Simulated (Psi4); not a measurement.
# wB97X/def2-SVP (core potential) run of WOF4 (SMILES O=[W](F)(F)(F)F)

What is the vertical singlet–triplet gap of WOF4 at wB97X/def2-SVP (core potential)? 

The results are computed with Psi4 1.11.

1 further run of the same task is left out (it didn't finish).

## Step 1: The structure to begin with

WOF4 has 6 atoms, charge 0, and is taken as a singlet. As SMILES, `O=[W](F)(F)(F)F`. Geometry: relaxed at PBE0-D4/def2-TZVP.

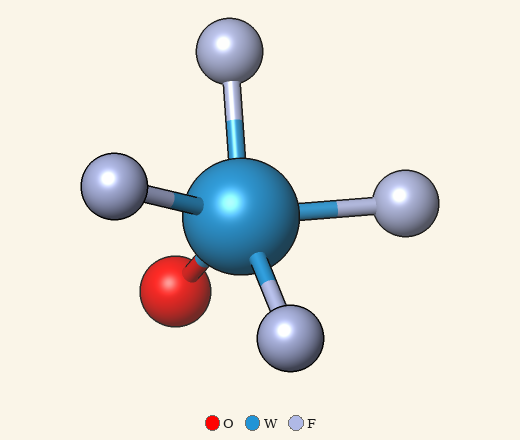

Viewed from a chosen angle; oxygen red, tungsten blue, fluorine light blue.

## Step 2: Energy and forces at wB97X/def2-SVP (core potential)

Input file job.py:

```python
import psi4

psi4.set_memory('1600 MB')
psi4.set_num_threads(1)
psi4.set_output_file('f4ow.out', False)

molecule = psi4.geometry("""
O     -1.628740    -0.246930    -0.471180
W     -0.040770    -0.006180    -0.011790
F     -0.123740     1.167320     1.412930
F      0.534690     1.440420    -1.006790
F      0.958650    -1.040750    -1.171390
F      0.299900    -1.313890     1.248240
symmetry c1
no_reorient
no_com
""")

psi4.set_options({
    'puream': True,
    'e_convergence': 1e-09,
    'd_convergence': 1e-08,
    'scf_type': 'pk',
    'dft_radial_points': 99,
    'dft_spherical_points': 590,
})

result, w = psi4.gradient('wb97x/def2-SVP', return_wfn=True)
psi4.oeprop(w, 'DIPOLE', 'MULLIKEN_CHARGES', 'QUADRUPOLE', title='WB97X')
print('gradient / Eh bohr^-1')
print(result.np.round(6))
print(f'energy = {w.energy():.10f} Eh')
```

Launch:

```bash
$ python job.py
```

f4ow.out:

```text
[...]
    !!!  WARNING: ECP capability is in beta. Please check occupations closely.  !!!
[...]
  Running in c1 symmetry.
[...]
  Nuclear repulsion =  326.344038875797992
[...]
  Multiplicity = 1
[...]
  Nalpha       = 29
  Nbeta        = 29
[...]
    Number of basis functions: 102
[...]
   @RKS iter   1:  -540.75222759575558   -7.78787e-01   1.28249e-02 DIIS/ADIIS
[...]
   @RKS iter  15:  -541.47044213401773   -2.16005e-12   2.25180e-09 DIIS
[...]
  @RKS Final Energy:  -541.47044213401773
   => Energetics <=
    Nuclear Repulsion Energy =            326.3440388757979918
    One-Electron Energy =               -1422.3075946749208924
    Two-Electron Energy =                 595.8948931687913273
    DFT Exchange-Correlation Energy =     -41.4017795036862566
    Empirical Dispersion Energy =           0.0000000000000000
    VV10 Nonlocal Energy =                  0.0000000000000000
    Total Energy =                       -541.4704421340177305
[...]
  -Total Gradient:
     Atom            X                  Y                   Z
    ------   -----------------  -----------------  -----------------
       1       -0.008594274700    -0.001303147625    -0.002486385308
       2        0.018579827762     0.002821630617     0.005378772760
       3        0.000097437342    -0.003659794370    -0.004550153137
       4       -0.001954038861    -0.004596222411     0.003025333072
       5       -0.003300034617     0.003170222423     0.003619337334
       6       -0.001254767523     0.004109127643    -0.003952966437
[...]
 Multipole Moments:
 ------------------------------------------------------------------------------------
     Multipole            Electronic (a.u.)      Nuclear  (a.u.)        Total (a.u.)
 ------------------------------------------------------------------------------------
 L = 1.  Multiply by 2.5417464519 to convert [e a0] to [Debye]
 Dipole X            :         -2.5481192            2.6924818            0.1443626
 Dipole Y            :         -0.3861570            0.4080675            0.0219104
 Dipole Z            :         -0.7375651            0.7793420            0.0417768
 Magnitude           :                                                    0.1518747
 L = 2.  Multiply by 1.3450342976 to convert [e a0^2] to [Debye ang]
 Quadrupole XX       :       -154.5886572          117.9773257          -36.6113315
 Quadrupole XY       :         13.4871416          -13.1170349            0.3701067
[...]
  Mulliken Charges: (a.u.)
   Center  Symbol    Alpha    Beta     Spin     Total
       1     O     4.13372  4.13372  0.00000 -0.26745
       2     W     6.21719  6.21719  0.00000  1.56563
       3     F     4.66227  4.66227  0.00000 -0.32454
       4     F     4.66227  4.66227  0.00000 -0.32455
       5     F     4.66227  4.66227  0.00000 -0.32454
       6     F     4.66227  4.66227  0.00000 -0.32455
   Total alpha = 29.00000, Total beta = 29.00000, Total charge = -0.00000
```

The script printed:

```text
gradient / Eh bohr^-1
[[-8.594e-03 -1.303e-03 -2.486e-03]
 [ 1.858e-02  2.822e-03  5.379e-03]
 [ 9.700e-05 -3.660e-03 -4.550e-03]
 [-1.954e-03 -4.596e-03  3.025e-03]
 [-3.300e-03  3.170e-03  3.619e-03]
 [-1.255e-03  4.109e-03 -3.953e-03]]
energy = -541.4704421340 Eh
```

It took 23 s on 1 thread of Intel Xeon 6975P-C (Granite Rapids), shared host; peak memory 0.78 GiB.

## Step 3: The triplet, same level

Input file calc.in:

```
memory 1600 MB

molecule {
  0 3
  O     -1.628740    -0.246930    -0.471180
  W     -0.040770    -0.006180    -0.011790
  F     -0.123740     1.167320     1.412930
  F      0.534690     1.440420    -1.006790
  F      0.958650    -1.040750    -1.171390
  F      0.299900    -1.313890     1.248240
  symmetry c1
  no_reorient
  no_com
}

set {
  reference            uks
  puream               true
  e_convergence        1e-09
  d_convergence        1e-08
  scf_type             pk
  dft_radial_points    99
  dft_spherical_points 590
  maxiter              100
}

gradient("wb97x/def2-SVP")
```

Launch:

```bash
$ psi4 -i calc.in -o calc.out -n 1
```

calc.out, shortened:

```text
[...]
    !!!  WARNING: ECP capability is in beta. Please check occupations closely.  !!!
[...]
  Running in c1 symmetry.
[...]
  Nuclear repulsion =  326.344038875797992
[...]
  Multiplicity = 3
[...]
  Nalpha       = 30
  Nbeta        = 28
[...]
    Number of basis functions: 102
[...]
   @UKS iter   1:  -540.79777334097992   -8.24333e-01   9.95081e-03 DIIS/ADIIS
[...]
   @UKS iter  68:  -541.27564123904563    4.24052e-11   9.59702e-09 DIIS
[...]
   @S^2 Observed:                2.008544714E+00
[...]
  @UKS Final Energy:  -541.27564123904563
   => Energetics <=
    Nuclear Repulsion Energy =            326.3440388757979918
    One-Electron Energy =               -1422.9115856124253696
    Two-Electron Energy =                 596.7697441600872708
    DFT Exchange-Correlation Energy =     -41.4778386625056754
    Empirical Dispersion Energy =           0.0000000000000000
    VV10 Nonlocal Energy =                  0.0000000000000000
    Total Energy =                       -541.2756412390456262
[...]
 Multipole Moments:
 ------------------------------------------------------------------------------------
     Multipole            Electronic (a.u.)      Nuclear  (a.u.)        Total (a.u.)
 ------------------------------------------------------------------------------------
 L = 1.  Multiply by 2.5417464519 to convert [e a0] to [Debye]
 Dipole X            :         -3.3334842            2.6924818           -0.6410024
 Dipole Y            :         -0.5052303            0.4080675           -0.0971628
 Dipole Z            :         -0.9647622            0.7793420           -0.1854202
 Magnitude           :                                                    0.6743184
[...]
  -Total Gradient:
     Atom            X                  Y                   Z
    ------   -----------------  -----------------  -----------------
       1        0.172336283531     0.026127286701     0.049856460468
       2       -0.131467195884    -0.019926160680    -0.038028835335
       3       -0.004587600073    -0.018669806423    -0.023350589045
       4       -0.008435013722    -0.020001200492     0.013496538439
       5       -0.021023011596     0.014783247092     0.015936843368
       6       -0.005232592455     0.017927762344    -0.017450265901
[...]
```

It took 89 s on 1 thread of Intel Xeon 6975P-C (Granite Rapids), shared host; peak memory 0.79 GiB.

## Step 4: What came out

Level: wB97X/def2-SVP (core potential).

| quantity | value |
| --- | --- |
| singlet: total energy | -541.47044 Eh |
| singlet: dipole moment | 0.39 D |
| singlet: HOMO energy | -14.15 eV |
| singlet: LUMO energy | -1.84 eV |
| singlet: HOMO–LUMO gap | 12.31 eV |
| triplet: total energy | -541.27564 Eh |
| triplet: dipole moment | 1.71 D |
| triplet: HOMO energy (highest over α and β) | -8.69 eV |
| triplet: LUMO energy (lowest over α and β) | -7.04 eV |
| triplet: ⟨S²⟩ | 2.009 |
| triplet: largest force on an atom | 9.323 eV/Å |
| vertical energy of the triplet above the singlet | 5.301 eV |

What this shows: At this shape the triplet lies 5.30 eV (122 kcal/mol) above the singlet.
